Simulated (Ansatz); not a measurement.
## Molecular dynamics, with input and output: C51H30N2 (part 3 of 3)

Continued. System: C51H30N2. Method: RKS revPBE-d3bjatm/def2-SVP (Ansatz 0.2.0). The geometry comes from this level: PBE-D4/def2-SVP.

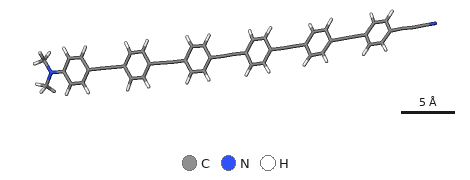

*The geometry at step 10 of the log (stick view, seen at a tilt).*

## Trajectory as extended XYZ, continued
```
83
Properties=species:S:1:pos:R:3:forces:R:3 step=7 time_fs=3.5 energy=-56298.07342 temperature=192.4
C    19.6788   -0.8162   -0.6012    1.7228  -0.2977   0.3698
N    18.9072    0.3805   -0.6727   -1.2269   1.0019   0.0647
C    19.5745    1.6577   -0.7497    0.2783   0.8668  -0.7607
C    17.5091    0.3321   -0.5914    1.5576  -0.8402  -0.0312
C    16.7511    1.5039   -0.5980   -0.6225   1.4882  -0.3845
C    15.3638    1.4412   -0.5703   -1.3886   0.3583   0.0655
C    14.6597    0.1829   -0.5007    0.7804   1.3759   0.0096
C    13.2602    0.1481   -0.4344   -2.1332  -0.2145  -0.0102
C    12.0079    0.1052   -0.3934    1.7520   0.0709  -0.0224
C    10.5979    0.0581   -0.3351    0.0255  -0.9611  -0.0558
C     9.8961   -1.2013   -0.3454    0.9847  -0.9750  -0.0545
C     8.5181   -1.2411   -0.2860   -0.2687   0.7069   0.0849
C     7.7528   -0.0342   -0.2120   -0.1492   0.2744  -0.1030
C     6.3384   -0.0919   -0.1548   -0.1028  -0.0268   0.0578
C     5.1065   -0.1492   -0.0985   -0.4959   0.1697  -0.1380
C     3.6747   -0.1650   -0.0724    0.6111   1.8796   0.4882
C     2.9761   -1.3638   -0.1821   -1.3912  -1.2585  -0.3230
C     1.5698   -1.3968   -0.1216    0.7166   0.3128  -0.0182
C     0.8243   -0.2147    0.0453    0.5829  -0.0085  -0.1291
C    -0.5696   -0.2351    0.0836   -0.4439   0.0127   0.0461
C    -1.7938   -0.2057    0.1220   -2.3832  -0.0399   0.1546
C    -3.2643   -0.2203    0.1721    2.2420  -0.3061  -0.0990
C    -3.9799    0.9662    0.4406    0.0301   0.0566   0.3989
C    -5.3579    0.9751    0.4864   -0.0824  -1.9752  -0.4192
C    -6.1019   -0.2288    0.2469    0.6342  -0.2336  -0.3267
C    -7.5184   -0.2420    0.2833    1.2961   0.1525   0.0175
C    -8.7377   -0.2118    0.3279   -0.8041  -0.0110  -0.0001
C   -10.1423   -0.1943    0.3498   -0.6740  -0.1821   0.0793
C   -10.8967   -1.3325   -0.0478    0.6347   0.5073  -0.1855
C   -12.2687   -1.2706   -0.0145   -2.3357  -1.9109  -0.6294
C   -13.0165   -0.1557    0.4430    0.7443   0.9561   0.0357
C   -14.4374   -0.1140    0.4582    2.3069  -0.2548  -0.0665
C   -15.6482   -0.0736    0.4792   -2.3490   0.0988   0.0786
C   -17.0753   -0.0396    0.5106    1.0649  -0.0834  -0.2551
C   -17.8226   -1.0895   -0.0271   -1.2101  -0.9155  -0.2967
C   -19.2303   -1.0654   -0.0040    0.6175  -0.2169  -0.0883
C   -19.9156    0.0093    0.5647   -0.2413   0.7955   0.2535
C   -21.3324    0.0745    0.5747    0.5799  -0.2690   0.1252
C   -22.5612    0.0563    0.6149   -0.8650   0.2180   0.0201
C   -23.9333    0.1151    0.6503   -1.2635  -0.0813  -0.0801
N   -25.1295    0.1474    0.6591    1.3624  -0.0054   0.0332
C   -19.1400    1.0668    1.0963   -1.2742   1.1326   0.4612
C   -17.7739    1.0510    1.0433    0.5294   0.6309   0.4048
C   -12.2568    0.9929    0.8393    0.1129   0.2002  -0.2172
C   -10.8492    0.9568    0.7804   -0.3558  -0.1191   0.5670
C    -5.3864   -1.4320   -0.0545    1.8385   1.6338   0.8123
C    -3.9479   -1.4342   -0.0387   -2.2598   0.0794  -0.5258
C     1.5116    1.0116    0.1364    1.4929   0.7600   0.3818
C     2.9203    1.0791    0.1199   -0.2597  -1.5148  -0.5186
C     8.4261    1.2318   -0.2201   -0.1781  -0.3960   0.2093
C     9.8238    1.2314   -0.2688    0.1143   2.8254  -0.0105
C    15.4677   -0.9672   -0.4775   -1.2276  -1.9214   0.2937
C    16.8368   -0.9226   -0.5102    1.5767  -0.4768  -0.1201
H    20.7794   -0.5313   -0.6104   -0.8064  -0.1540   0.2181
H    19.5002   -1.3474    0.3941    0.0680  -0.1171  -1.0723
H    19.6036   -1.4333   -1.5374   -0.4331  -0.3166   0.6062
H    19.4476    2.3612    0.0990   -0.3629  -0.2467   0.4085
H    20.6455    1.4522   -0.7926    0.5052   0.0450  -0.1198
H    19.3299    2.2991   -1.6601   -0.0342  -0.7201   0.3737
H    17.1950    2.5164   -0.7207    0.0252  -0.5380   0.1933
H    14.7398    2.3878   -0.6030    0.6521  -0.8224   0.0357
H    10.4224   -2.2177   -0.3966   -0.2119   1.4276   0.0467
H     8.0162   -2.2044   -0.2817   -0.3452  -0.3220  -0.0123
H     3.4569   -2.3327   -0.3862    0.3932   0.2088   0.1679
H     1.0186   -2.3206   -0.2207   -0.1686  -0.6808  -0.0647
H    -3.4452    1.8611    0.7413    0.3810   0.4488  -0.1686
H    -5.9013    1.8436    0.7164   -0.8699   1.6539   0.4312
H   -10.3484   -2.1890   -0.4375   -0.0362  -0.4177  -0.0597
H   -12.9154   -2.1468   -0.3813    1.0023   0.8434   0.4392
H   -17.3297   -1.9560   -0.4613    0.2893  -0.2730  -0.1625
H   -19.8658   -1.8438   -0.4009    0.0409  -0.7678  -0.4169
H   -19.6350    1.9577    1.5472    0.0579  -0.4416  -0.2279
H   -17.2363    1.9140    1.4268    0.3588   0.2491   0.1928
H   -12.8047    1.9227    1.1094    0.3260  -0.3588   0.1424
H   -10.2097    1.7326    1.2036   -0.1642   0.6651  -0.1194
H    -5.9621   -2.3137   -0.1867   -0.5464  -1.3022  -0.3390
H    -3.4305   -2.3591   -0.2902    0.3351  -0.2060   0.0714
H     0.9615    1.9396    0.2904   -0.3190   0.2437  -0.0581
H     3.4462    2.0415    0.1742    0.0407  -0.0478   0.1001
H     7.8516    2.1952   -0.1446    0.3638  -0.7629  -0.1143
H    10.3091    2.2921   -0.2627   -0.3640  -1.8199  -0.0152
H    14.9672   -1.9749   -0.3933    0.3114   0.7572  -0.1261
H    17.4550   -1.8644   -0.4999   -0.6922   0.7032   0.0060
83
Properties=species:S:1:pos:R:3:forces:R:3 step=10 time_fs=5.0 energy=-56297.89513 temperature=170.4
C    19.6786   -0.8101   -0.5894    1.5306  -0.1605  -0.0046
N    18.9038    0.3812   -0.6802   -1.4209   0.9870   0.1274
C    19.5737    1.6538   -0.7540    0.8473   0.7148  -0.4447
C    17.5038    0.3300   -0.5838    1.8528  -0.7844  -0.1031
C    16.7588    1.5058   -0.5871   -1.2936   1.0087  -0.4266
C    15.3657    1.4386   -0.5718   -0.7627  -0.3923   0.0982
C    14.6621    0.1768   -0.5079    0.7402   1.5906   0.0683
C    13.2611    0.1482   -0.4341   -2.0594  -0.2442  -0.0718
C    12.0083    0.1077   -0.3983    1.7357   0.0571   0.0063
C    10.5984    0.0580   -0.3389   -0.0860  -1.0438  -0.0649
C     9.8941   -1.2065   -0.3515    0.7344  -0.3335  -0.0486
C     8.5179   -1.2377   -0.2903   -0.3716   0.7590   0.1232
C     7.7544   -0.0259   -0.2120   -0.1630   0.2566  -0.1480
C     6.3438   -0.0919   -0.1520   -0.6252  -0.0447   0.0968
C     5.1080   -0.1587   -0.0917   -0.1996   0.2856  -0.1992
C     3.6741   -0.1652   -0.0741    0.6878   2.2255   0.5865
C     2.9779   -1.3594   -0.1845   -1.7509  -1.3297  -0.3570
C     1.5690   -1.3944   -0.1156    0.6103  -0.3532  -0.1436
C     0.8234   -0.2199    0.0462    0.6324   0.0531  -0.1234
C    -0.5637   -0.2394    0.0841   -0.9723   0.0166   0.0567
C    -1.7894   -0.1946    0.1192   -2.4537  -0.0841   0.1825
C    -3.2688   -0.2156    0.1706    2.5326  -0.2898  -0.0653
C    -3.9882    0.9695    0.4385    0.4948   0.6658   0.7202
C    -5.3630    0.9729    0.4829   -1.2153  -0.2209   0.0733
C    -6.1051   -0.2298    0.2425    0.5986  -0.3222  -0.4275
C    -7.5206   -0.2516    0.2783    1.1044   0.2160   0.0456
C    -8.7410   -0.2105    0.3313   -0.2518  -0.0486  -0.0354
C   -10.1370   -0.1977    0.3459   -0.9380  -0.1609   0.1394
C   -10.8866   -1.3363   -0.0458    0.6670   0.2142  -0.4295
C   -12.2580   -1.2658   -0.0127   -2.3444  -1.7879  -0.4921
C   -13.0182   -0.1595    0.4514    1.0094   1.1161  -0.0388
C   -14.4365   -0.1148    0.4584    1.7142  -0.2907  -0.0434
C   -15.6523   -0.0706    0.4806   -1.6331   0.0813   0.0712
C   -17.0748   -0.0370    0.5144    1.1853  -0.1027  -0.3666
C   -17.8208   -1.0798   -0.0225   -1.1400  -1.7460  -0.6628
C   -19.2293   -1.0605   -0.0009    0.2794  -0.7930  -0.3621
C   -19.9152    0.0044    0.5691   -0.3381   1.0513   0.3323
C   -21.3309    0.0827    0.5730    0.3702  -0.3943   0.1812
C   -22.5610    0.0427    0.6201   -0.8296   0.3168   0.0263
C   -23.9354    0.1118    0.6614   -1.2370  -0.1424  -0.1331
N   -25.1327    0.1425    0.6648    1.4758   0.0105   0.0591
C   -19.1370    1.0584    1.0976   -1.2726   0.9592   0.3230
C   -17.7765    1.0498    1.0308    0.6594   1.0534   0.6726
C   -12.2616    0.9963    0.8403    0.5184  -0.1487  -0.4239
C   -10.8465    0.9505    0.7715   -0.2409   0.4240   1.0414
C    -5.3879   -1.4308   -0.0654    1.1939   0.3118   0.8266
C    -3.9422   -1.4372   -0.0274   -2.2953  -0.2037  -0.8338
C     1.5018    1.0075    0.1269    1.6244   1.3383   0.5427
C     2.9128    1.0893    0.1214   -0.1150  -1.5927  -0.6089
C     8.4192    1.2463   -0.2259    0.3837  -1.1679   0.2527
C     9.8224    1.2314   -0.2702   -0.4374   2.1333  -0.0287
C    15.4702   -0.9702   -0.4819   -1.1691  -1.7120   0.3221
C    16.8363   -0.9268   -0.5068    1.4397   0.1065  -0.1451
H    20.7602   -0.5155   -0.5742   -0.3616  -0.0503   0.2332
H    19.4897   -1.3217    0.3954   -0.0167  -0.4278  -0.7534
H    19.6484   -1.4156   -1.5383   -0.5275  -0.3900   0.6822
H    19.4711    2.3673    0.0938   -0.3880  -0.3516   0.4195
H    20.6503    1.4244   -0.8040    0.1788   0.1919  -0.1034
H    19.3454    2.2982   -1.6465   -0.1796  -0.5301  -0.0115
H    17.1858    2.5052   -0.7300    0.2993  -0.0808   0.1895
H    14.7583    2.3599   -0.6116    0.1508  -0.0777   0.0196
H    10.3845   -2.2166   -0.4071    0.2072   0.9699   0.0301
H     8.0184   -2.2053   -0.2807   -0.3520  -0.2023  -0.0210
H     3.4366   -2.3286   -0.4140    0.5579   0.1035   0.1946
H     1.0090   -2.3314   -0.2196    0.1454  -0.1969  -0.0048
H    -3.4551    1.8770    0.7860    0.0494  -0.1925  -0.4802
H    -5.9322    1.8840    0.7380    0.1690  -0.0758  -0.0347
H   -10.3311   -2.1940   -0.4519   -0.2521  -0.1595   0.0892
H   -12.9064   -2.1241   -0.3762    0.8580   0.5095   0.3073
H   -17.3257   -1.9621   -0.4640    0.0577   0.1816   0.0696
H   -19.8929   -1.8395   -0.3942    0.4843  -0.4423  -0.2754
H   -19.6168    1.9421    1.5446   -0.1864  -0.0895  -0.0560
H   -17.2527    1.9300    1.4055    0.3537   0.1134   0.1478
H   -12.8093    1.9253    1.0765    0.2343  -0.1238   0.3033
H   -10.1806    1.7071    1.2366   -0.5886   0.3669  -0.4330
H    -5.9955   -2.3457   -0.1800    0.3505  -0.0044  -0.1931
H    -3.4132   -2.3674   -0.2913    0.1062   0.1613   0.2122
H     0.9437    1.9420    0.2871   -0.1576  -0.0663  -0.1371
H     3.4363    2.0644    0.1707   -0.0989  -0.3526   0.0967
H     7.8671    2.2016   -0.1375    0.0471  -0.3501  -0.1136
H    10.2766    2.2658   -0.2590    0.1655  -1.0268  -0.0215
H    14.9780   -1.9655   -0.3923    0.1073   0.3729  -0.1234
H    17.4567   -1.8433   -0.5027   -0.4198   0.1617   0.0244
83
Properties=species:S:1:pos:R:3:forces:R:3 step=12 time_fs=6.0 energy=-56297.68825 temperature=145.8
C    19.6801   -0.8078   -0.5816    1.1060   0.0843  -0.3587
N    18.8998    0.3829   -0.6846   -1.3710   0.8286   0.1636
C    19.5742    1.6523   -0.7579    1.1836   0.4551   0.0937
C    17.5015    0.3276   -0.5782    1.9415  -0.6182  -0.1602
C    16.7626    1.5071   -0.5800   -1.7002   0.5524  -0.4235
C    15.3657    1.4363   -0.5731   -0.1395  -1.0598   0.1315
C    14.6644    0.1743   -0.5132    0.6072   1.5656   0.1239
C    13.2597    0.1487   -0.4347   -1.6230  -0.2501  -0.1214
C    12.0104    0.1087   -0.4010    1.3325   0.0437   0.0294
C    10.5978    0.0575   -0.3418   -0.1129  -1.0004  -0.0606
C     9.8937   -1.2097   -0.3553    0.3351   0.4434  -0.0235
C     8.5169   -1.2345   -0.2927   -0.4188   0.6715   0.1366
C     7.7551   -0.0201   -0.2116   -0.2021   0.1720  -0.1750
C     6.3461   -0.0925   -0.1494   -0.8506  -0.0403   0.1160
C     5.1087   -0.1641   -0.0867   -0.0776   0.3642  -0.2315
C     3.6743   -0.1630   -0.0742    0.6283   2.1849   0.6154
C     2.9775   -1.3589   -0.1859   -1.7680  -1.1302  -0.3419
C     1.5693   -1.3923   -0.1111    0.4271  -1.0231  -0.2670
C     0.8244   -0.2234    0.0464    0.5367   0.1667  -0.0970
C    -0.5608   -0.2412    0.0843   -1.3830   0.0236   0.0620
C    -1.7895   -0.1869    0.1175   -2.1711  -0.1277   0.1873
C    -3.2691   -0.2126    0.1695    2.5016  -0.2780  -0.0354
C    -3.9928    0.9721    0.4377    0.7298   0.8874   0.8697
C    -5.3664    0.9707    0.4808   -1.7520   0.7868   0.3746
C    -6.1066   -0.2305    0.2397    0.5582  -0.3685  -0.4775
C    -7.5210   -0.2564    0.2753    0.8381   0.2437   0.0682
C    -8.7436   -0.2095    0.3338    0.2559  -0.0742  -0.0699
C   -10.1338   -0.1999    0.3429   -1.0877  -0.1239   0.2050
C   -10.8798   -1.3387   -0.0443    0.5402   0.0571  -0.5876
C   -12.2534   -1.2638   -0.0124   -1.9233  -1.3873  -0.2572
C   -13.0180   -0.1610    0.4572    1.1169   1.1397  -0.1231
C   -14.4340   -0.1156    0.4581    0.9612  -0.2853  -0.0149
C   -15.6567   -0.0681    0.4811   -0.7115   0.0400   0.0544
C   -17.0725   -0.0360    0.5165    1.0162  -0.0629  -0.4114
C   -17.8210   -1.0753   -0.0205   -1.0201  -2.0675  -0.7755
C   -19.2275   -1.0587    0.0016   -0.1090  -1.1669  -0.5759
C   -19.9153    0.0026    0.5717   -0.3408   1.1114   0.3491
C   -21.3292    0.0887    0.5713    0.0479  -0.4801   0.2210
C   -22.5615    0.0342    0.6232   -0.6949   0.3881   0.0234
C   -23.9385    0.1093    0.6683   -0.8611  -0.1903  -0.1673
N   -25.1333    0.1386    0.6690    1.2325   0.0287   0.0747
C   -19.1364    1.0537    1.0999   -1.1119   0.7187   0.1516
C   -17.7779    1.0505    1.0241    0.7306   1.2184   0.8006
C   -12.2645    0.9982    0.8405    0.8838  -0.4813  -0.5404
C   -10.8447    0.9460    0.7675   -0.2285   0.7329   1.3000
C    -5.3865   -1.4296   -0.0719    0.7387  -0.4543   0.8539
C    -3.9403   -1.4392   -0.0208   -2.1306  -0.3393  -1.0101
C     1.4979    1.0051    0.1215    1.5357   1.6578   0.6276
C     2.9077    1.0942    0.1220    0.0692  -1.5268  -0.6414
C     8.4146    1.2535   -0.2291    0.8120  -1.6584   0.2695
C     9.8206    1.2338   -0.2711   -0.9025   1.0112  -0.0577
C    15.4709   -0.9740   -0.4840   -0.9214  -1.3038   0.3033
C    16.8382   -0.9294   -0.5049    0.9802   0.6571  -0.1410
H    20.7412   -0.5047   -0.5512    0.1524   0.0559   0.2480
H    19.4819   -1.3093    0.3871   -0.1061  -0.6843  -0.3358
H    19.6683   -1.4066   -1.5316   -0.5487  -0.4676   0.6116
H    19.4830    2.3658    0.0990   -0.3579  -0.4535   0.2890
H    20.6544    1.4051   -0.8139   -0.0397   0.3052  -0.0807
H    19.3540    2.2898   -1.6336   -0.3180  -0.2113  -0.4512
H    17.1805    2.4959   -0.7332    0.4899   0.2903   0.1620
H    14.7717    2.3365   -0.6176   -0.3345   0.6522  -0.0084
H    10.3604   -2.2029   -0.4140    0.6229   0.2856  -0.0036
H     8.0154   -2.2068   -0.2821   -0.2923  -0.0317  -0.0231
H     3.4296   -2.3237   -0.4298    0.6327  -0.0022   0.1985
H     1.0018   -2.3438   -0.2211    0.4187   0.2689   0.0602
H    -3.4607    1.8857    0.8085   -0.1029  -0.4829  -0.6416
H    -5.9496    1.9158    0.7536    0.7078  -1.0472  -0.3184
H   -10.3221   -2.1967   -0.4626   -0.3588  -0.0234   0.1800
H   -12.8883   -2.1042   -0.3695    0.4807  -0.0073   0.0876
H   -17.3247   -1.9643   -0.4629   -0.0242   0.3420   0.1440
H   -19.9087   -1.8410   -0.3973    0.8242  -0.1379  -0.1186
H   -19.6070    1.9294    1.5406   -0.3994   0.2666   0.1266
H   -17.2610    1.9400    1.3947    0.3383   0.0227   0.1136
H   -12.8087    1.9216    1.0593    0.0885   0.1670   0.4191
H   -10.1690    1.6949    1.2567   -0.7911   0.2059  -0.6161
H    -6.0131   -2.3693   -0.1766    0.8487   0.7363  -0.1332
H    -3.4014   -2.3729   -0.2915   -0.0616   0.4007   0.3031
H     0.9296    1.9423    0.2834   -0.0152  -0.2710  -0.1847
H     3.4303    2.0773    0.1694   -0.1888  -0.5424   0.0926
H     7.8794    2.2008   -0.1308   -0.2350   0.0505  -0.0973
H    10.2571    2.2349   -0.2558    0.6907   0.0336  -0.0145
H    14.9883   -1.9580   -0.3928   -0.1139  -0.0268  -0.1009
H    17.4509   -1.8262   -0.5044   -0.0411  -0.4305   0.0329
```

## Key numbers

```json
{"quantity": "outcome", "value": "finished"}
{"quantity": "mean temperature over the second half", "value": "176 K"}
{"quantity": "trajectory", "value": "12 steps, 6 fs"}
{"quantity": "ensemble", "value": "nvt_langevin"}
{"quantity": "temperature in the input", "value": "300 K"}
{"quantity": "time step", "value": "0.5 fs"}
{"quantity": "potential energy (last step)", "value": "−56297.6884 eV"}
{"quantity": "mean-field energy (last step)", "value": "−56290.5167 eV"}
{"quantity": "dispersion energy (last step)", "value": "−7.1717 eV"}
{"quantity": "SCF solution under orbital rotations (last step)", "value": "stable"}
{"quantity": "largest force (length of the vector) (last step)", "value": "2.517 eV/Å"}
{"quantity": "dipole moment (last step)", "value": "14.63 D"}
{"quantity": "hardware", "value": "4 CPU threads, shared host"}
{"quantity": "wall time", "value": "67 s (CPU time 2.5 min)"}
{"quantity": "peak memory", "value": "1.4 GiB"}
```

## Notes

So short a trajectory is not equilibrated. The logged temperature at the start can lie below the typed one, since it is counted over all degrees of freedom. The temperature stays far from the 300 K of the thermostat over the second half: the run isn't equilibrated.
